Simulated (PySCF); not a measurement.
**C4H8O, SMILES `C[CH]1O[CH]1C`: what the electrons do**

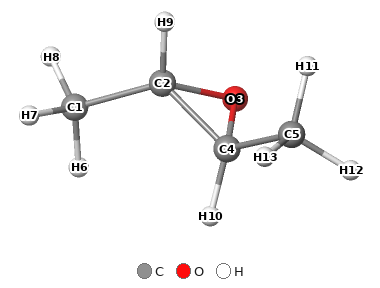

The molecule, with its atoms numbered as below. No frequency check shows the geometry to be a minimum.

Coordinates in Å:

```
C1      -1.9634   -0.4047   -0.0962
C2      -0.5934   -0.0611    0.4307
O3      -0.0001    1.1345   -0.0000
C4       0.5934   -0.0611   -0.4307
C5       1.9634   -0.4047    0.0962
H6      -2.0493   -0.1107   -1.1392
H7      -2.1327   -1.4760   -0.0105
H8      -2.7271    0.1183    0.4751
H9      -0.4443   -0.2750    1.4879
H10      0.4444   -0.2751   -1.4879
H11      2.0494   -0.1106    1.1392
H12      2.7271    0.1184   -0.4751
H13      2.1328   -1.4760    0.0106
```

Part 1: Excited states

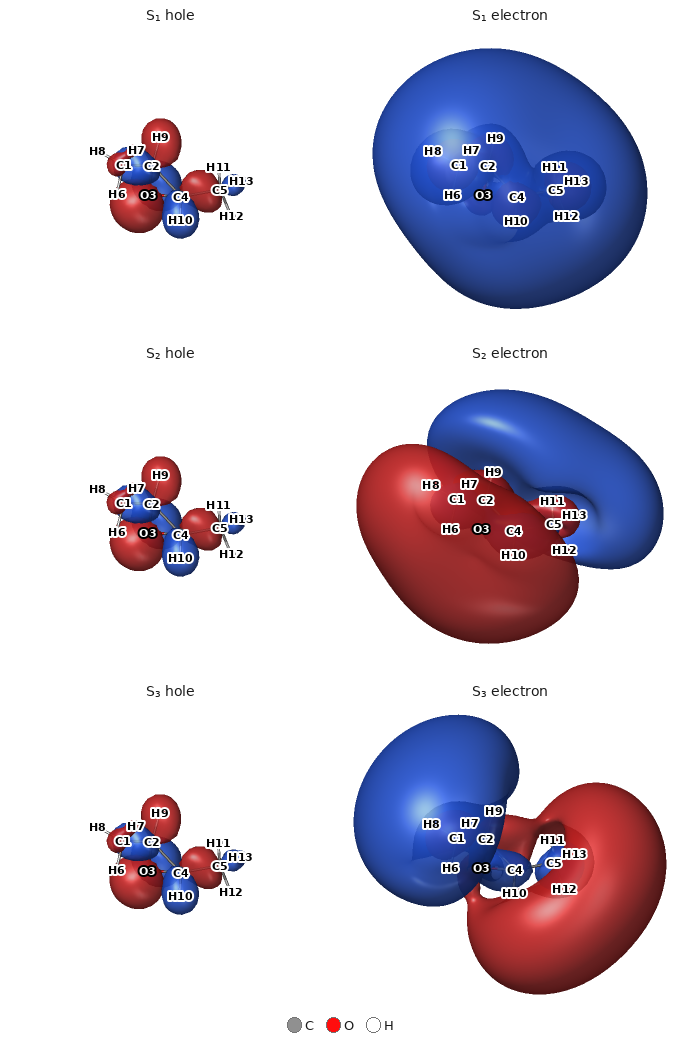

Leading natural transition orbitals (TDA singlet states).

Computed with PySCF, B3LYP/6-31+G*, geometry: GFN2-xTB.

> Give the energy and character of each state.

By state:
- S₁: 6.91 eV (180 nm), f = 0.017, diffuse (Rydberg-like) orbital; the leading pair carries 100 %; hole on O3 (64 %) and C2 and C4 (8 % each), electron on C1 and C5 (15 % each), C2 and C4 (12 % each) and H9 and H10 (8 % each) (atom shares of so diffuse an orbital are rough); their centroids lie 1.5 Å apart.
- S₂: 7.24 eV (171 nm), f = 0.006, diffuse (Rydberg-like) orbital; the leading pair carries 99 %; hole on O3 (64 %) and C2 and C4 (8 % each), electron on C1 and C5 (15 % each), C2 and C4 (11 % each) and H6, H9, H10 and H11 (10 % each) (atom shares of so diffuse an orbital are rough); their centroids lie 1.0 Å apart; S₃ lies within 0.1 eV of it.
- S₃: 7.30 eV (170 nm), f = 0.014, diffuse (Rydberg-like) orbital; the leading pair carries 61 %; hole on O3 (48 %), C2 and C4 (14 % each) and C1 and C5 (5 % each), electron on C1 and C5 (17 % each), C2 and C4 (10 % each) and H8 and H12 (8 % each) (atom shares of so diffuse an orbital are rough) (shares are of the whole state, not of the leading pair alone); their centroids lie 1.1 Å apart; S₂ and S₄ lie within 0.1 eV of it.

Part 2: Removing or adding an electron

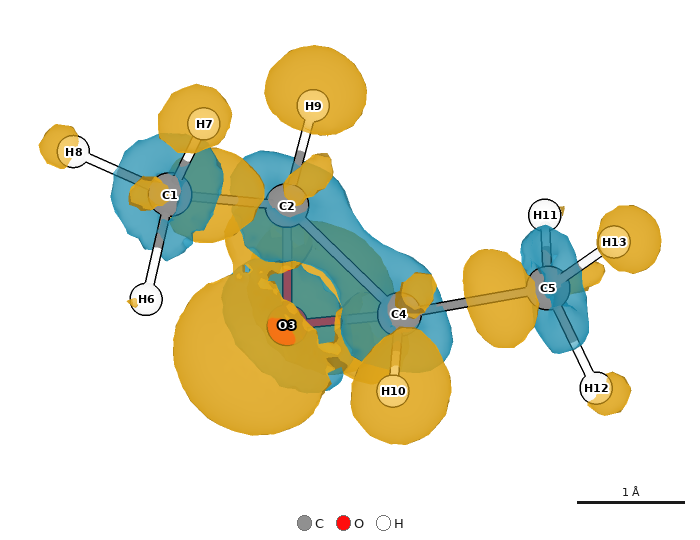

Fukui function f⁻ = ρ(N) − ρ(N−1) at fixed geometry, surfaces at ±0.04 e/Å³ (yellow positive, teal negative).

PySCF calculation, B3LYP/def2-SVP, gas phase; geometry: GFN2-xTB.

> On which atoms does the density change most on removal of an electron?

f⁻ (Hirshfeld-condensed) is largest on O3 (0.35); the vertical ionisation energy is 9.92 eV. Condensed values hint at sites of electrophilic attack but needn't mark the atom that reacts. Orbital relaxation makes it negative in places (0.31 e in all).

| atom | f⁻ | charge |
| --- | --- | --- |
| C1 | +0.05 | −0.11 |
| C2 | +0.07 | +0.03 |
| O3 | +0.35 | −0.17 |
| C4 | +0.07 | +0.03 |
| C5 | +0.05 | −0.11 |
| H6 | +0.03 | +0.04 |
| H7 | +0.05 | +0.04 |
| H8 | +0.04 | +0.04 |
| H9 | +0.08 | +0.04 |
| H10 | +0.08 | +0.04 |
| H11 | +0.03 | +0.04 |
| H12 | +0.04 | +0.04 |
| H13 | +0.05 | +0.04 |

Part 3: Stretching a bond

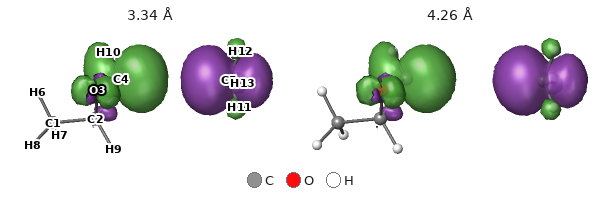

Rigid stretch of the C4–C5 bond. Broken-symmetry UHF spin density at ±0.03 e/Å³ (purple: α, green: β).

Level of theory: def2-SVP basis (PySCF), at a geometry from GFN2-xTB.

> How does the broken-symmetry solution share the spin, and how far is it from a pure singlet?

At 4.26 Å excess α spin lies mostly on C5 and excess β on C4; the two could be swapped at no cost. ⟨S²⟩ is 0.99 at 3.34 Å and 1.01 at 4.26 Å, against 0 for a pure singlet and 1 for an equal mix of singlet and triplet.

> Where does the UHF solution part from RHF?

Between 2.05 Å (⟨S²⟩ = 0, the two coincide) and 2.36 Å (⟨S²⟩ = 0.57); at 4.26 Å ⟨S²⟩ is 1.01 and UHF lies 4.9 eV below RHF.

> How much energy does the stretch cost?

By CASSCF, 4.3 eV from the lowest point of the scan (1.52 Å) to 4.26 Å; RHF gives 8.7 eV from its own lowest point. The fragments aren't relaxed and dynamic correlation is missing, so this isn't a bond dissociation energy.

The PySCF runs shown took 2.9 min, 5 min and 11 min on 1 thread of Arm Neoverse V1, on a shared host.
